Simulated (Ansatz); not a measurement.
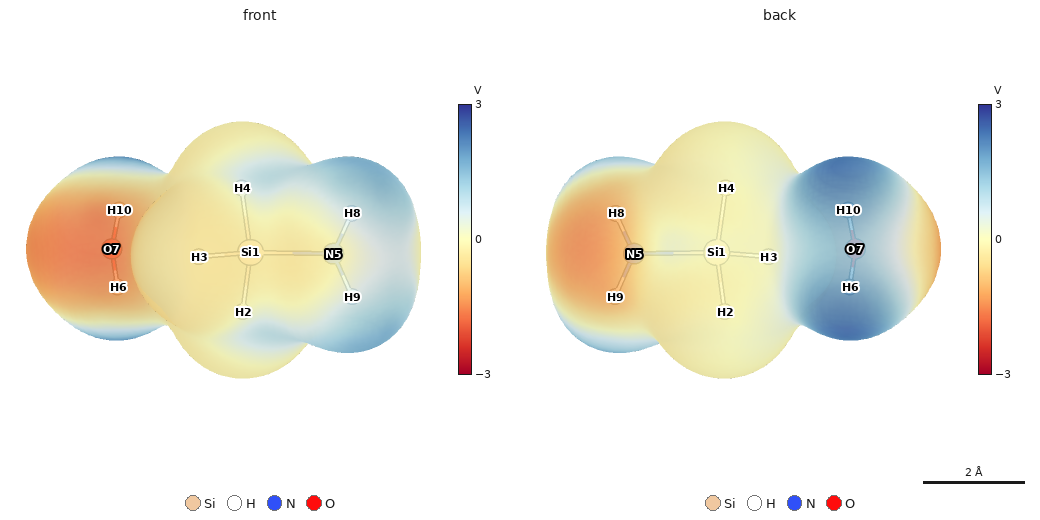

*H$_{5}$NSi···H$_{2}$O. The molecular electrostatic potential painted on the density surface at 0.002 e/bohr³, seen from the front and from behind; red is negative and blue positive.*

The reactant side of a reaction path; geometry: PBE0-D4/def2-TZVP.

Computed with RKS PBE0-D4/def2-TZVPP (Ansatz).

```xyz
10

Si   -0.2307   -0.1851    0.3955
H     1.1151   -0.7256    0.0721
H    -1.2261   -0.7929   -0.5299
H    -0.2747    1.2921    0.2441
N    -0.4913   -0.5078    2.0730
H     1.4733    0.2664   -2.4509
O     0.5798    0.6177   -2.4556
H    -1.2787   -0.0828    2.5369
H    -0.3467   -1.4427    2.4205
H     0.6801    1.5607   -2.3058
```

### Where is the surface potential most negative and most positive?

The most negative region (about −1.6 V) lies over O7, the most positive (about +2.4 V) over H6 and H10. O7 is the likeliest acceptor of a hydrogen bond.
